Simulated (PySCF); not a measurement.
## A study: H$_{2}$S$_{5}$

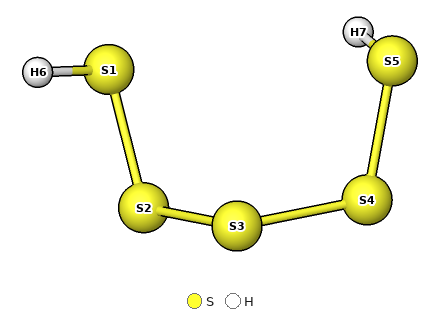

The molecule, with its atoms numbered as below. No frequency check shows the geometry to be a minimum.

Geometry (Å), atoms numbered from 1:

```
S1       2.0770   -1.2419    0.0475
S2       1.6403    0.6990   -0.4509
S3      -0.0061    1.2542    0.6537
S4      -1.6688    0.6894   -0.4174
S5      -2.1349   -1.2214    0.1476
H6       2.8837   -1.0021    1.0852
H7      -1.4054   -1.8667   -0.7729
```

Part 1: Bonding charge

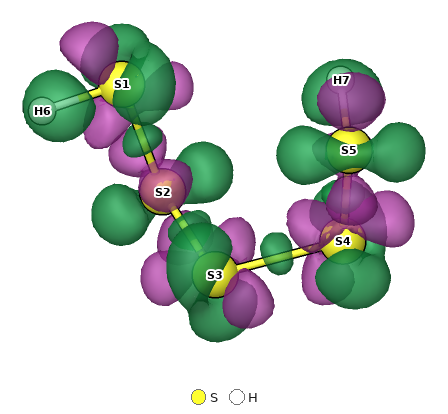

Deformation density (molecule less spherical, spin-averaged free atoms at the same positions), surfaces at ±0.07 e/Å³; green: gain, purple: loss.

Method: ωB97X/def2-SVP; geometry: GFN2-xTB; program: PySCF.

Q: Describe the bonding that the map shows.

A: S5–H7: +0.19 e/Å³ at the bond critical point (bond length 1.34 Å, Mayer order 1.0). S1–H6: +0.18 e/Å³ at the bond critical point (bond length 1.34 Å, Mayer order 1.0). S3–S4: +0.15 e/Å³ at the bond critical point (bond length 2.06 Å, Mayer order 1.0). S2–S3: +0.14 e/Å³ at the bond critical point (bond length 2.06 Å, Mayer order 1.0). S4–S5: +0.14 e/Å³ at the bond critical point (bond length 2.05 Å, Mayer order 1.1). S1–S2: +0.14 e/Å³ at the bond critical point (bond length 2.05 Å, Mayer order 1.1). In all, 1.9 electrons gather in the regions of gain relative to the promolecule. A small or negative value marks a very polar bond, one between electron-rich atoms, whose free-atom densities already overlap strongly, a long bond to a heavier atom, or a closed-shell contact such as a hydrogen bond.

Q: Where do the Hirshfeld charges lie?

A: The highest Hirshfeld charge is on H6 (+0.05 e), the lowest on S1 (−0.04 e).

```
atom  charge (e)
  S1       −0.04
  S2       −0.01
  S3       −0.01
  S4        0.00
  S5       −0.04
  H6       +0.05
  H7       +0.05
```

Part 2: Local ionisation energy

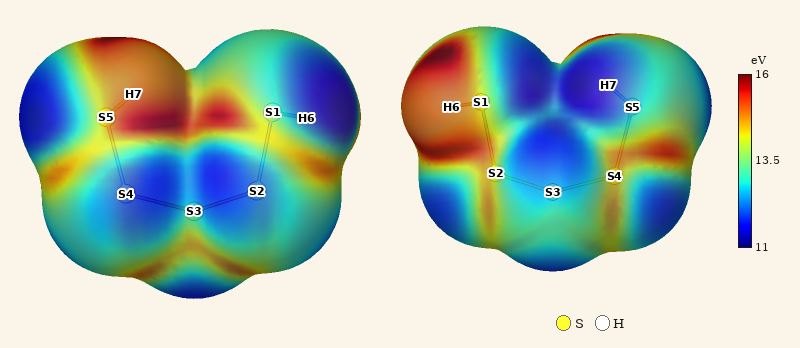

Average local ionisation energy on the surface of electron density 0.001 a.u. (back view left, front view right).

Q: Where are the most loosely bound electrons on this surface?

A: The lowest value is 11.3 eV, 2.2 Å from S5. Further minima include 11.6 eV, 2.2 Å from S4. For comparison, the highest occupied orbital lies at −9.5 eV.

Part 3: Excited states

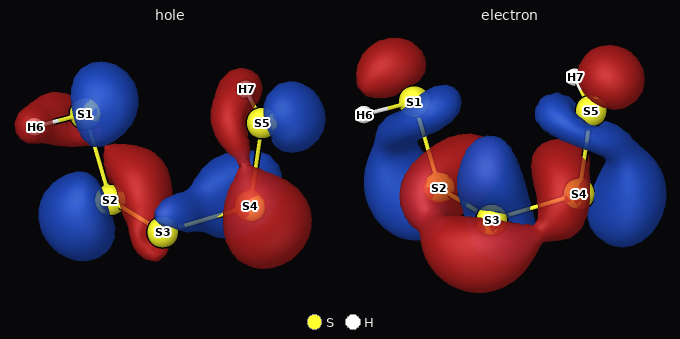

Leading natural transition orbital pair of S₁ (TDA singlet states); the surfaces enclose about 70 % of each orbital's density.

Computed with PySCF, CAM-B3LYP/def2-SVPD, geometry: GFN2-xTB.

Q: Where does the state lie, and where do hole and electron sit?

A: 4.72 eV (263 nm), f = 0.034; the leading pair carries 81 %; hole on S4 (33 %), S2 (29 %) and S1 and S5 (13 % each), electron on S3 (32 %), S4 (23 %) and S2 (23 %) (shares are of the whole state, not of the leading pair alone); their centroids lie 0.3 Å apart; S₂ and S₃ lie within 0.1 eV of it. In canonical orbitals it is mainly HOMO → LUMO (75 %). The HOMO–LUMO gap is 7.97 eV.

The PySCF runs shown took 8.1 s and 3.1 min on 1 thread of Intel(R) Xeon(R) Platinum 8375C CPU @ 2.90GHz (Ice Lake), with other jobs on the host.
